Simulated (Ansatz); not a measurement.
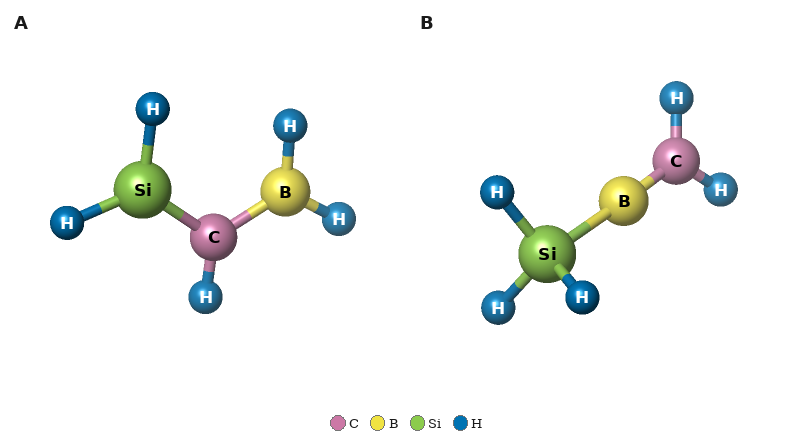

2 stationary structures of one formula. Geometries: PBE-D4/def2-SVP. Electronic energies: PBE-D4/def2-SVP (Ansatz 0.2.0), without zero-point energy. No frequency run is at hand to confirm each as a minimum. Each is one conformer, not always the lowest.

**Rank them by energy, lowest first.**

A is lowest (Cs); B lies 25.3 kJ/mol above it.
